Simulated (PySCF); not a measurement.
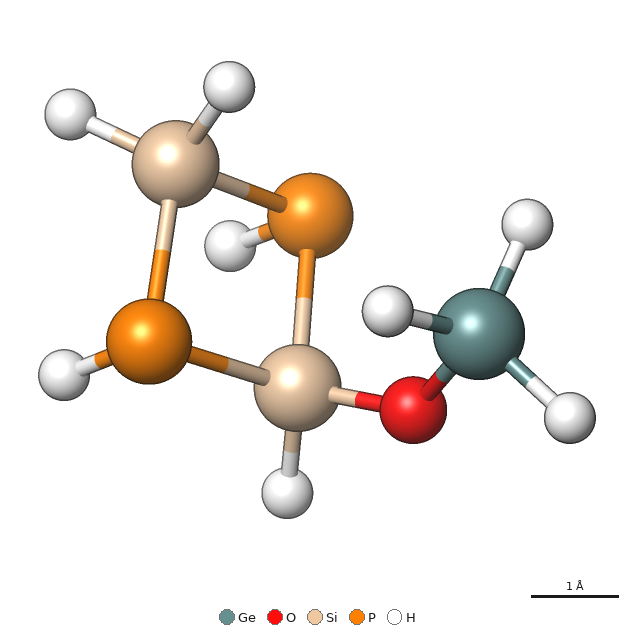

The picture shows a molecular structure as a ball-and-stick model. Every bond is drawn as one stick, whatever its order.

The computed structure is the end point of a GFN2-xTB optimisation. No frequency run is at hand to confirm it as a minimum.

Question: What is the molecular formula?

Answer: GeH8OP2Si2, 14 atoms: 1 germanium, 8 hydrogen, 1 oxygen, 2 phosphorus and 2 silicon.

Question: Count the bonded pairs by element.

Answer: 4 P–Si, 3 Ge–H, 3 Si–H, 2 P–H, 1 Ge–O, 1 O–Si.

Question: What is the point group of this geometry?

Answer: C1.

More results for the same structure follow; atom numbers are the same in all pictures, views and colours differ.

## Geometry

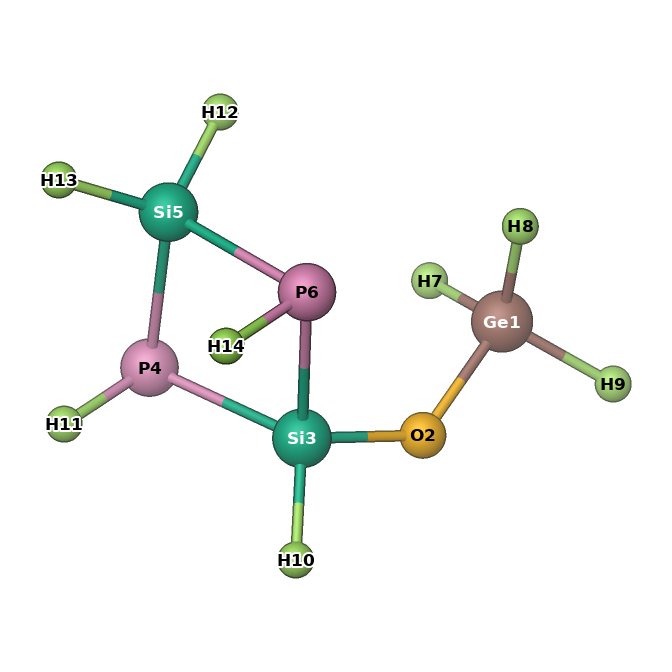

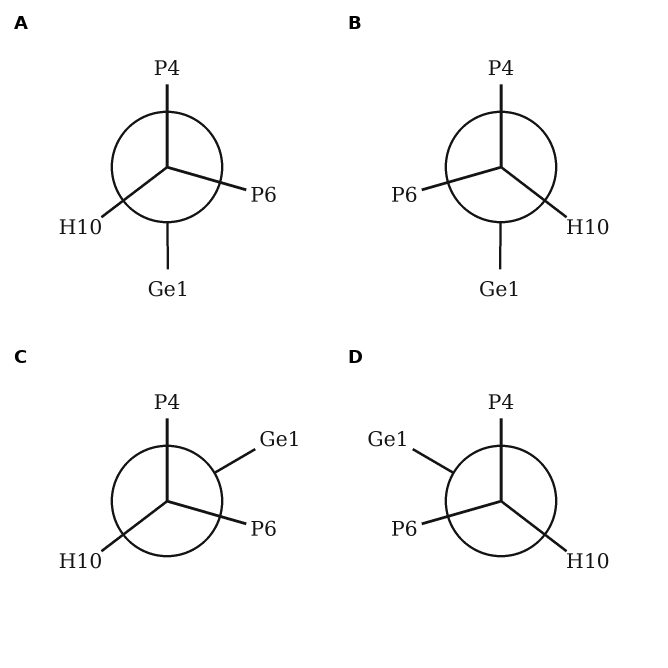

Atoms fade into the background with distance from the viewer. Bonds that would overlap in a projection are set slightly apart. No frequency run is at hand to confirm it as a minimum.

Question: Which Newman projection shows the view along Si3–O2, with Si3 in front?

Answer: C. The torsion angle P4–Si3–O2–Ge1 is 59°, synclinal (gauche).

## Dipole moment

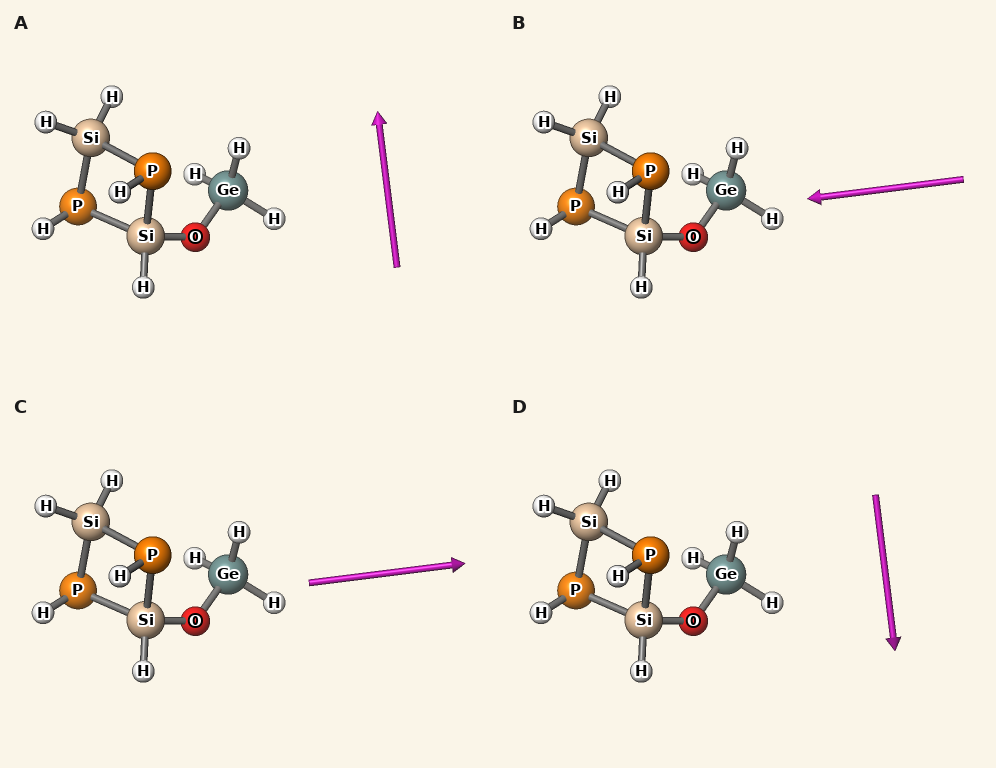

The same molecule four times, each with an arrow. No frequency run is at hand to confirm it as a minimum. Level of theory: CAM-B3LYP/def2-SVPD, gas phase (PySCF 2.14.0).

Question: Which arrow points along the dipole moment, from the negative to the positive end?

Answer: A. The dipole moment is 0.66 D.

## Polarisability

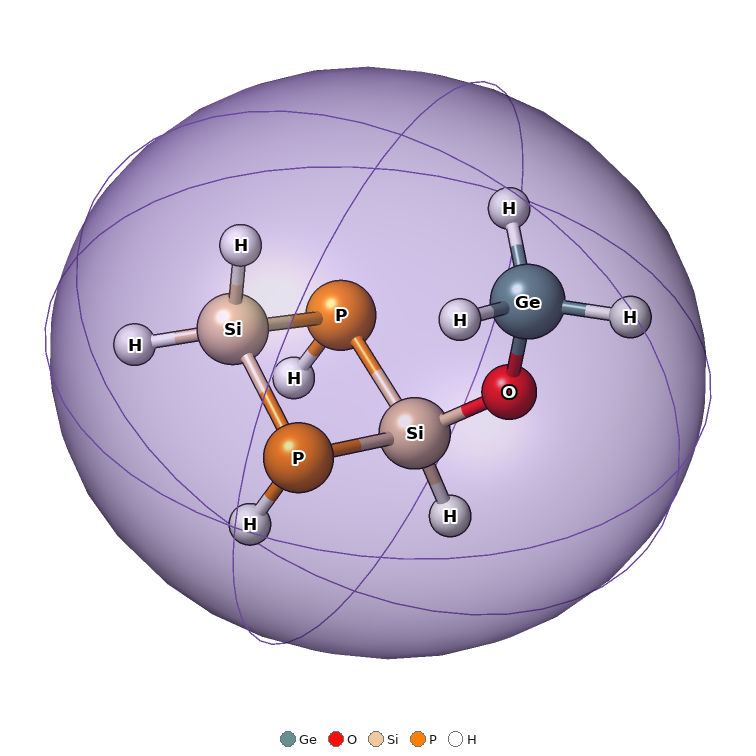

The ellipsoid shows the static dipole polarisability: its half-axes are proportional to the principal values. No frequency run is at hand to confirm it as a minimum. Method: CAM-B3LYP/def2-SVPD (PySCF 2.14.0).

Question: How large and how anisotropic is the polarisability?

Answer: Principal values 118.2, 136.7, 139.8 bohr³; mean 131.6 bohr³ (19.50 Å³); anisotropy 20.2 bohr³, so the longest axis is 1.18 times the shortest.

## Excitation

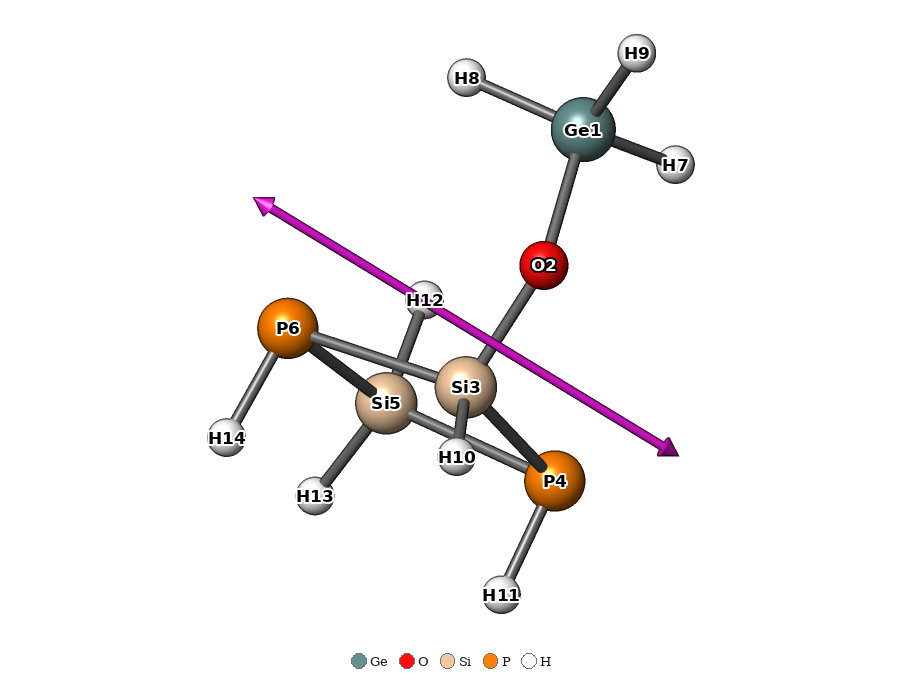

The double arrow shows the direction of the transition dipole to excited singlet state 4 (its length means nothing). No frequency run is at hand to confirm it as a minimum. Properties computed with TDDFT CAM-B3LYP/def2-SVPD, vertical, gas phase, core orbitals frozen in the response (PySCF 2.14.0).

Question: Give its energy, strength and character.

Answer: 5.85 eV (212 nm), oscillator strength 0.037, mainly HOMO → LUMO+3 (weight 0.50); transition dipole 1.29 D.

The geometry is semi-empirical. Around Ge, P, Si such bond lengths and angles can be off by a tenth of an ångström or more and by several degrees, and values that hang on the shape move with them.
